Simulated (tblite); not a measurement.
## CH$_{7}$NO$_{2}$Si$_{2}$: geometry relaxation (part 2 of 3)

Continued. System: CH$_{7}$NO$_{2}$Si$_{2}$. Method: GFN2-xTB geometry optimisation, gas phase (tblite 0.8.0). 

Geometry of the input (Å):
```
N  2.1220  -0.3715  -0.7613
Si 0.9082  -0.6697  0.3642
O  -0.4156  -1.2118  -0.4794
C  -1.5056  -0.2240  -0.5276
Si -1.1174  1.2999  0.5876
O  0.4538  0.8166  1.0077
H  2.3616  -1.2404  -1.2157
H  2.9520  -0.0428  -0.2721
H  1.3868  -1.6328  1.3920
H  -2.4237  -0.7223  -0.1649
H  -1.6467  0.0806  -1.5608
H  -1.9818  1.3454  1.7908
H  -1.0980  2.5735  -0.1781
```

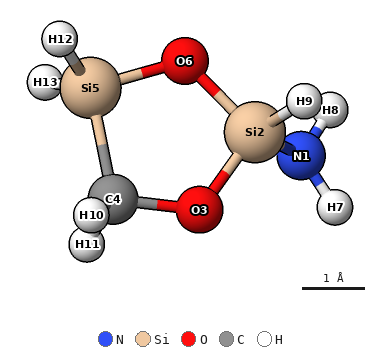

Figure 1. The geometry at step 26 of the log (ball-and-stick view, seen at a tilt; atoms are numbered from 1 in the order of the input).

### Trajectory as extended XYZ, continued
```
13
Properties=species:S:1:pos:R:3:forces:R:3 step=16 energy=-554.61109
N     2.1888   -0.4001   -0.7232   -0.0490  -0.0100   0.0310
Si    0.8862   -0.6743    0.3665   -0.0170   0.0110   0.0200
O    -0.4363   -1.1425   -0.4544    0.0420   0.0260   0.0160
C    -1.5298   -0.2388   -0.5085    0.0080  -0.0660  -0.0360
Si   -1.0914    1.2650    0.5993    0.0860   0.0510   0.0140
O     0.4114    0.7860    0.9765    0.0200  -0.0390   0.0150
H     2.4257   -1.1614   -1.3375    0.0100   0.0100  -0.0040
H     3.0272    0.0279   -0.3669   -0.0220  -0.0070   0.0240
H     1.0890   -1.5428    1.5199   -0.0180   0.0310  -0.0460
H    -2.4245   -0.7791   -0.1931   -0.0240  -0.0490   0.0330
H    -1.6712    0.0350   -1.5566   -0.0400   0.0290  -0.0400
H    -1.8918    1.3222    1.8171    0.0200  -0.0260   0.0000
H    -0.9878    2.5033   -0.1567   -0.0180   0.0410  -0.0270
13
Properties=species:S:1:pos:R:3:forces:R:3 step=17 energy=-554.61193
N     2.1870   -0.3996   -0.7228   -0.0380  -0.0190   0.0360
Si    0.8847   -0.6752    0.3669    0.0170   0.0090   0.0100
O    -0.4354   -1.1417   -0.4574    0.0420   0.0090   0.0100
C    -1.5300   -0.2402   -0.5101    0.0090  -0.0180  -0.0060
Si   -1.0879    1.2652    0.5990    0.0410   0.0330  -0.0040
O     0.4148    0.7870    0.9752    0.0100  -0.0410   0.0190
H     2.4234   -1.1608   -1.3382    0.0190   0.0300   0.0120
H     3.0241    0.0294   -0.3635   -0.0290  -0.0250   0.0040
H     1.0862   -1.5423    1.5215   -0.0190   0.0280  -0.0460
H    -2.4225   -0.7829   -0.1895   -0.0110  -0.0230   0.0020
H    -1.6719    0.0370   -1.5583   -0.0520   0.0010  -0.0040
H    -1.8894    1.3210    1.8166    0.0260  -0.0250  -0.0040
H    -0.9875    2.5035   -0.1572   -0.0140   0.0400  -0.0270
13
Properties=species:S:1:pos:R:3:forces:R:3 step=18 energy=-554.61243
N     2.1854   -0.3996   -0.7219   -0.0140  -0.0150   0.0240
Si    0.8840   -0.6756    0.3674    0.0250   0.0030   0.0010
O    -0.4341   -1.1411   -0.4590    0.0220  -0.0020  -0.0050
C    -1.5299   -0.2415   -0.5111    0.0050   0.0200   0.0150
Si   -1.0852    1.2658    0.5988    0.0030   0.0140  -0.0210
O     0.4168    0.7868    0.9749    0.0020  -0.0230   0.0270
H     2.4225   -1.1597   -1.3384    0.0200   0.0320   0.0140
H     3.0219    0.0299   -0.3616   -0.0260  -0.0270  -0.0010
H     1.0840   -1.5414    1.5217   -0.0150   0.0130  -0.0290
H    -2.4216   -0.7854   -0.1874    0.0070  -0.0040  -0.0160
H    -1.6733    0.0381   -1.5593   -0.0520  -0.0190   0.0220
H    -1.8875    1.3198    1.8163    0.0320  -0.0230  -0.0100
H    -0.9874    2.5044   -0.1581   -0.0090   0.0320  -0.0220
13
Properties=species:S:1:pos:R:3:forces:R:3 step=19 energy=-554.61280
N     2.1843   -0.4000   -0.7208    0.0080  -0.0070   0.0050
Si    0.8839   -0.6758    0.3678    0.0130  -0.0020  -0.0040
O    -0.4329   -1.1406   -0.4601    0.0000  -0.0050  -0.0200
C    -1.5297   -0.2422   -0.5115    0.0020   0.0350   0.0240
Si   -1.0830    1.2665    0.5983   -0.0170   0.0010  -0.0300
O     0.4182    0.7862    0.9751   -0.0060   0.0000   0.0300
H     2.4225   -1.1582   -1.3388    0.0170   0.0210   0.0080
H     3.0202    0.0299   -0.3606   -0.0120  -0.0180   0.0050
H     1.0811   -1.5402    1.5217   -0.0070  -0.0060  -0.0060
H    -2.4208   -0.7874   -0.1864    0.0210   0.0080  -0.0200
H    -1.6755    0.0383   -1.5596   -0.0450  -0.0290   0.0340
H    -1.8853    1.3185    1.8162    0.0330  -0.0190  -0.0120
H    -0.9872    2.5054   -0.1591   -0.0060   0.0220  -0.0160
13
Properties=species:S:1:pos:R:3:forces:R:3 step=20 energy=-554.61313
N     2.1836   -0.4006   -0.7195    0.0220   0.0060  -0.0120
Si    0.8838   -0.6760    0.3681   -0.0070  -0.0030  -0.0060
O    -0.4318   -1.1399   -0.4614   -0.0160  -0.0030  -0.0290
C    -1.5297   -0.2423   -0.5114    0.0010   0.0300   0.0220
Si   -1.0813    1.2671    0.5973   -0.0220  -0.0040  -0.0290
O     0.4191    0.7856    0.9759   -0.0140   0.0180   0.0260
H     2.4232   -1.1562   -1.3394    0.0130   0.0020  -0.0020
H     3.0187    0.0299   -0.3599    0.0060  -0.0050   0.0150
H     1.0775   -1.5390    1.5220    0.0020  -0.0240   0.0140
H    -2.4198   -0.7893   -0.1860    0.0260   0.0170  -0.0120
H    -1.6785    0.0379   -1.5592   -0.0360  -0.0290   0.0330
H    -1.8824    1.3168    1.8158    0.0290  -0.0140  -0.0090
H    -0.9869    2.5066   -0.1602   -0.0030   0.0110  -0.0110
13
Properties=species:S:1:pos:R:3:forces:R:3 step=21 energy=-554.61344
N     2.1833   -0.4011   -0.7185    0.0240   0.0140  -0.0200
Si    0.8837   -0.6763    0.3683   -0.0220  -0.0010  -0.0040
O    -0.4311   -1.1391   -0.4631   -0.0190   0.0040  -0.0310
C    -1.5297   -0.2418   -0.5109    0.0020   0.0100   0.0110
Si   -1.0799    1.2677    0.5958   -0.0160   0.0000  -0.0190
O     0.4197    0.7852    0.9772   -0.0200   0.0220   0.0120
H     2.4241   -1.1542   -1.3402    0.0100  -0.0130  -0.0100
H     3.0176    0.0298   -0.3588    0.0230   0.0060   0.0240
H     1.0738   -1.5383    1.5226    0.0080  -0.0350   0.0230
H    -2.4184   -0.7909   -0.1857    0.0180   0.0210   0.0040
H    -1.6820    0.0368   -1.5583   -0.0270  -0.0210   0.0200
H    -1.8789    1.3148    1.8153    0.0190  -0.0070  -0.0030
H    -0.9865    2.5079   -0.1615   -0.0020   0.0010  -0.0070
13
Properties=species:S:1:pos:R:3:forces:R:3 step=22 energy=-554.61370
N     2.1832   -0.4012   -0.7179    0.0180   0.0180  -0.0160
Si    0.8831   -0.6765    0.3683   -0.0220   0.0030  -0.0020
O    -0.4308   -1.1384   -0.4651   -0.0100   0.0110  -0.0240
C    -1.5296   -0.2412   -0.5103    0.0020  -0.0100  -0.0040
Si   -1.0790    1.2683    0.5942   -0.0060   0.0060  -0.0060
O     0.4199    0.7852    0.9785   -0.0220   0.0120  -0.0050
H     2.4249   -1.1529   -1.3408    0.0090  -0.0180  -0.0110
H     3.0169    0.0298   -0.3572    0.0300   0.0090   0.0260
H     1.0713   -1.5384    1.5233    0.0100  -0.0330   0.0180
H    -2.4168   -0.7919   -0.1852    0.0030   0.0190   0.0230
H    -1.6855    0.0357   -1.5572   -0.0200  -0.0100   0.0020
H    -1.8756    1.3130    1.8147    0.0080  -0.0010   0.0040
H    -0.9865    2.5091   -0.1628    0.0000  -0.0060  -0.0050
13
Properties=species:S:1:pos:R:3:forces:R:3 step=23 energy=-554.61389
N     2.1833   -0.4008   -0.7179    0.0100   0.0140  -0.0040
Si    0.8825   -0.6766    0.3682   -0.0090   0.0030  -0.0020
O    -0.4307   -1.1377   -0.4672    0.0040   0.0160  -0.0130
C    -1.5295   -0.2408   -0.5100   -0.0020  -0.0170  -0.0140
Si   -1.0785    1.2689    0.5928   -0.0010   0.0090   0.0040
O     0.4198    0.7855    0.9793   -0.0170  -0.0030  -0.0180
H     2.4254   -1.1525   -1.3410    0.0080  -0.0110  -0.0040
H     3.0166    0.0296   -0.3552    0.0270   0.0040   0.0210
H     1.0706   -1.5395    1.5236    0.0060  -0.0220   0.0050
H    -2.4154   -0.7921   -0.1843   -0.0100   0.0140   0.0360
H    -1.6884    0.0347   -1.5563   -0.0160  -0.0010  -0.0140
H    -1.8732    1.3117    1.8141   -0.0010   0.0040   0.0090
H    -0.9868    2.5100   -0.1639    0.0010  -0.0090  -0.0050
13
Properties=species:S:1:pos:R:3:forces:R:3 step=24 energy=-554.61404
N     2.1835   -0.4002   -0.7181    0.0060   0.0070   0.0090
Si    0.8819   -0.6766    0.3682    0.0090   0.0010  -0.0030
O    -0.4304   -1.1371   -0.4691    0.0130   0.0170  -0.0050
C    -1.5293   -0.2406   -0.5100   -0.0090  -0.0120  -0.0160
Si   -1.0783    1.2696    0.5917   -0.0020   0.0050   0.0080
O     0.4194    0.7857    0.9796   -0.0090  -0.0160  -0.0240
H     2.4258   -1.1526   -1.3408    0.0070   0.0020   0.0060
H     3.0166    0.0294   -0.3530    0.0180  -0.0040   0.0110
H     1.0712   -1.5410    1.5236    0.0000  -0.0080  -0.0110
H    -2.4146   -0.7918   -0.1828   -0.0170   0.0080   0.0420
H    -1.6909    0.0341   -1.5559   -0.0130   0.0020  -0.0220
H    -1.8717    1.3109    1.8137   -0.0060   0.0070   0.0110
H    -0.9874    2.5108   -0.1648    0.0020  -0.0090  -0.0050
13
Properties=species:S:1:pos:R:3:forces:R:3 step=25 energy=-554.61421
N     2.1838   -0.3993   -0.7182    0.0060  -0.0020   0.0200
Si    0.8815   -0.6766    0.3680    0.0250  -0.0030  -0.0060
O    -0.4299   -1.1362   -0.4713    0.0150   0.0150   0.0010
C    -1.5293   -0.2407   -0.5103   -0.0160   0.0000  -0.0130
Si   -1.0783    1.2704    0.5908   -0.0060  -0.0030   0.0070
O     0.4188    0.7857    0.9794    0.0010  -0.0220  -0.0230
H     2.4262   -1.1527   -1.3404    0.0070   0.0160   0.0170
H     3.0169    0.0289   -0.3504    0.0080  -0.0130   0.0010
H     1.0720   -1.5428    1.5232   -0.0070   0.0060  -0.0260
H    -2.4140   -0.7911   -0.1804   -0.0160   0.0010   0.0400
H    -1.6937    0.0335   -1.5559   -0.0110   0.0020  -0.0240
H    -1.8704    1.3102    1.8136   -0.0090   0.0100   0.0110
H    -0.9880    2.5114   -0.1660    0.0030  -0.0080  -0.0050
13
Properties=species:S:1:pos:R:3:forces:R:3 step=26 energy=-554.61445
N     2.1847   -0.3982   -0.7178    0.0090  -0.0100   0.0290
Si    0.8814   -0.6768    0.3677    0.0340  -0.0080  -0.0100
O    -0.4290   -1.1345   -0.4744    0.0100   0.0090   0.0030
C    -1.5297   -0.2408   -0.5109   -0.0220   0.0170  -0.0050
Si   -1.0783    1.2713    0.5895   -0.0120  -0.0150   0.0040
O     0.4179    0.7853    0.9788    0.0140  -0.0210  -0.0170
H     2.4272   -1.1523   -1.3397    0.0070   0.0290   0.0250
H     3.0177    0.0281   -0.3469   -0.0010  -0.0200  -0.0080
H     1.0724   -1.5452    1.5224   -0.0130   0.0200  -0.0400
H    -2.4135   -0.7902   -0.1763   -0.0080  -0.0050   0.0320
H    -1.6981    0.0325   -1.5562   -0.0100  -0.0020  -0.0180
H    -1.8684    1.3094    1.8137   -0.0120   0.0140   0.0080
H    -0.9886    2.5120   -0.1677    0.0040  -0.0070  -0.0040
13
Properties=species:S:1:pos:R:3:forces:R:3 step=27 energy=-554.61476
N     2.1862   -0.3970   -0.7167    0.0130  -0.0160   0.0330
Si    0.8816   -0.6771    0.3671    0.0270  -0.0100  -0.0170
O    -0.4277   -1.1318   -0.4786   -0.0030  -0.0010   0.0000
C    -1.5307   -0.2408   -0.5119   -0.0230   0.0290   0.0060
Si   -1.0784    1.2723    0.5878   -0.0140  -0.0240   0.0020
O     0.4168    0.7842    0.9776    0.0260  -0.0090  -0.0050
H     2.4291   -1.1510   -1.3387    0.0080   0.0340   0.0280
H     3.0193    0.0269   -0.3425   -0.0050  -0.0230  -0.0130
H     1.0714   -1.5478    1.5211   -0.0170   0.0290  -0.0490
H    -2.4129   -0.7893   -0.1700    0.0080  -0.0100   0.0170
H    -1.7047    0.0308   -1.5570   -0.0080  -0.0090  -0.0040
H    -1.8656    1.3085    1.8142   -0.0160   0.0190   0.0040
H    -0.9890    2.5126   -0.1701    0.0040  -0.0070  -0.0010
13
Properties=species:S:1:pos:R:3:forces:R:3 step=28 energy=-554.61509
N     2.1885   -0.3961   -0.7146    0.0150  -0.0160   0.0280
Si    0.8821   -0.6777    0.3660    0.0020  -0.0060  -0.0230
O    -0.4264   -1.1285   -0.4831   -0.0190  -0.0120  -0.0080
C    -1.5324   -0.2404   -0.5127   -0.0150   0.0270   0.0140
Si   -1.0786    1.2729    0.5861   -0.0070  -0.0240   0.0030
O     0.4159    0.7828    0.9761    0.0300   0.0090   0.0060
H     2.4317   -1.1486   -1.3379    0.0090   0.0250   0.0200
H     3.0215    0.0256   -0.3383    0.0010  -0.0180  -0.0080
H     1.0687   -1.5497    1.5194   -0.0150   0.0270  -0.0480
H    -2.4122   -0.7888   -0.1629    0.0220  -0.0130   0.0000
H    -1.7121    0.0286   -1.5579   -0.0080  -0.0130   0.0130
H    -1.8623    1.3077    1.8149   -0.0190   0.0230  -0.0010
H    -0.9888    2.5127   -0.1728    0.0040  -0.0090   0.0030
13
Properties=species:S:1:pos:R:3:forces:R:3 step=29 energy=-554.61537
N     2.1909   -0.3957   -0.7122    0.0130  -0.0100   0.0160
Si    0.8825   -0.6781    0.3647   -0.0260   0.0040  -0.0260
O    -0.4258   -1.1257   -0.4868   -0.0270  -0.0190  -0.0150
C    -1.5342   -0.2398   -0.5132   -0.0010   0.0120   0.0170
Si   -1.0787    1.2729    0.5849    0.0050  -0.0130   0.0090
O     0.4155    0.7816    0.9749    0.0250   0.0240   0.0110
H     2.4343   -1.1460   -1.3374    0.0100   0.0070   0.0050
H     3.0238    0.0244   -0.3353    0.0110  -0.0070   0.0050
H     1.0650   -1.5504    1.5174   -0.0100   0.0160  -0.0370
H    -2.4112   -0.7889   -0.1571    0.0270  -0.0150  -0.0110
H    -1.7185    0.0264   -1.5585   -0.0100  -0.0120   0.0240
H    -1.8598    1.3074    1.8156   -0.0210   0.0250  -0.0060
H    -0.9881    2.5124   -0.1748    0.0030  -0.0110   0.0070
13
Properties=species:S:1:pos:R:3:forces:R:3 step=30 energy=-554.61565
N     2.1932   -0.3957   -0.7096    0.0100  -0.0020   0.0010
Si    0.8823   -0.6784    0.3629   -0.0440   0.0160  -0.0250
O    -0.4258   -1.1236   -0.4904   -0.0250  -0.0210  -0.0190
C    -1.5358   -0.2390   -0.5133    0.0120  -0.0100   0.0150
Si   -1.0787    1.2725    0.5842    0.0170   0.0030   0.0170
O     0.4158    0.7810    0.9740    0.0130   0.0310   0.0090
H     2.4369   -1.1433   -1.3370    0.0110  -0.0120  -0.0100
H     3.0261    0.0234   -0.3327    0.0200   0.0030   0.0190
H     1.0610   -1.5505    1.5151   -0.0040   0.0010  -0.0220
H    -2.4099   -0.7895   -0.1522    0.0220  -0.0150  -0.0150
H    -1.7244    0.0242   -1.5586   -0.0130  -0.0060   0.0290
H    -1.8578    1.3077    1.8161   -0.0210   0.0250  -0.0100
H    -0.9873    2.5117   -0.1764    0.0020  -0.0130   0.0090
13
Properties=species:S:1:pos:R:3:forces:R:3 step=31 energy=-554.61600
N     2.1962   -0.3957   -0.7064    0.0070   0.0050  -0.0140
Si    0.8813   -0.6785    0.3602   -0.0470   0.0260  -0.0210
O    -0.4262   -1.1215   -0.4951   -0.0130  -0.0160  -0.0170
C    -1.5376   -0.2382   -0.5132    0.0210  -0.0310   0.0110
Si   -1.0783    1.2722    0.5835    0.0260   0.0200   0.0230
O     0.4165    0.7809    0.9730    0.0000   0.0290   0.0020
H     2.4401   -1.1404   -1.3364    0.0110  -0.0290  -0.0230
H     3.0291    0.0221   -0.3289    0.0230   0.0110   0.0320
H     1.0565   -1.5507    1.5117   -0.0010  -0.0140  -0.0060
H    -2.4078   -0.7905   -0.1463    0.0090  -0.0170  -0.0150
H    -1.7318    0.0215   -1.5581   -0.0150   0.0050   0.0310
H    -1.8560    1.3085    1.8165   -0.0210   0.0240  -0.0130
H    -0.9864    2.5107   -0.1782    0.0000  -0.0120   0.0110
13
Properties=species:S:1:pos:R:3:forces:R:3 step=32 energy=-554.61641
N     2.1999   -0.3954   -0.7028    0.0040   0.0100  -0.0270
Si    0.8793   -0.6781    0.3563   -0.0250   0.0290  -0.0130
O    -0.4267   -1.1194   -0.5020    0.0070  -0.0030  -0.0090
C    -1.5393   -0.2376   -0.5127    0.0200  -0.0440   0.0080
Si   -1.0774    1.2723    0.5830    0.0240   0.0300   0.0230
O     0.4176    0.7814    0.9717   -0.0120   0.0160  -0.0080
H     2.4442   -1.1373   -1.3354    0.0110  -0.0370  -0.0290
H     3.0328    0.0201   -0.3228    0.0160   0.0110   0.0390
H     1.0519   -1.5517    1.5065   -0.0020  -0.0240   0.0060
H    -2.4048   -0.7919   -0.1388   -0.0080  -0.0210  -0.0120
H    -1.7418    0.0183   -1.5568   -0.0160   0.0180   0.0290
H    -1.8543    1.3102    1.8166   -0.0190   0.0220  -0.0170
H    -0.9857    2.5095   -0.1805    0.0000  -0.0080   0.0100
13
Properties=species:S:1:pos:R:3:forces:R:3 step=33 energy=-554.61679
N     2.2035   -0.3947   -0.6997    0.0050   0.0090  -0.0330
Si    0.8772   -0.6774    0.3523    0.0130   0.0210  -0.0050
O    -0.4268   -1.1174   -0.5094    0.0240   0.0130   0.0030
C    -1.5406   -0.2376   -0.5122    0.0070  -0.0370   0.0090
Si   -1.0764    1.2731    0.5826    0.0100   0.0230   0.0120
O     0.4187    0.7823    0.9702   -0.0140  -0.0010  -0.0140
H     2.4481   -1.1351   -1.3342    0.0120  -0.0300  -0.0230
H     3.0362    0.0179   -0.3153    0.0000   0.0030   0.0340
H     1.0486   -1.5537    1.5007   -0.0080  -0.0230   0.0090
H    -2.4017   -0.7932   -0.1310   -0.0190  -0.0270  -0.0080
H    -1.7524    0.0155   -1.5549   -0.0130   0.0270   0.0270
H    -1.8532    1.3123    1.8162   -0.0180   0.0210  -0.0170
H    -0.9856    2.5086   -0.1829    0.0010   0.0010   0.0070
13
Properties=species:S:1:pos:R:3:forces:R:3 step=34 energy=-554.61710
N     2.2064   -0.3938   -0.6982    0.0080   0.0050  -0.0320
Si    0.8759   -0.6765    0.3490    0.0450   0.0060   0.0020
O    -0.4263   -1.1157   -0.5154    0.0310   0.0240   0.0110
C    -1.5413   -0.2381   -0.5115   -0.0080  -0.0180   0.0130
Si   -1.0755    1.2741    0.5824   -0.0090   0.0050  -0.0030
O     0.4193    0.7831    0.9688   -0.0090  -0.0130  -0.0140
H     2.4512   -1.1342   -1.3332    0.0130  -0.0150  -0.0120
H     3.0385    0.0158   -0.3083   -0.0150  -0.0080   0.0210
H     1.0469   -1.5561    1.4958   -0.0140  -0.0140   0.0050
H    -2.3995   -0.7945   -0.1249   -0.0210  -0.0320  -0.0040
H    -1.7611    0.0140   -1.5528   -0.0080   0.0300   0.0240
H    -1.8529    1.3144    1.8154   -0.0170   0.0200  -0.0140
H    -0.9860    2.5082   -0.1847    0.0020   0.0100   0.0030
13
Properties=species:S:1:pos:R:3:forces:R:3 step=35 energy=-554.61743
N     2.2093   -0.3928   -0.6975    0.0100  -0.0010  -0.0270
Si    0.8754   -0.6754    0.3460    0.0640  -0.0110   0.0080
O    -0.4253   -1.1137   -0.5209    0.0290   0.0310   0.0140
C    -1.5421   -0.2391   -0.5105   -0.0220   0.0050   0.0190
Si   -1.0749    1.2752    0.5821   -0.0270  -0.0160  -0.0190
O     0.4197    0.7837    0.9671    0.0000  -0.0190  -0.0090
H     2.4544   -1.1339   -1.3324    0.0160   0.0030   0.0020
H     3.0404    0.0136   -0.3011   -0.0250  -0.0200   0.0040
H     1.0455   -1.5588    1.4910   -0.0180  -0.0020  -0.0010
H    -2.3978   -0.7964   -0.1194   -0.0150  -0.0360  -0.0010
H    -1.7694    0.0131   -1.5501   -0.0010   0.0290   0.0210
H    -1.8532    1.3171    1.8143   -0.0150   0.0190  -0.0100
H    -0.9863    2.5079   -0.1863    0.0040   0.0180  -0.0020
```
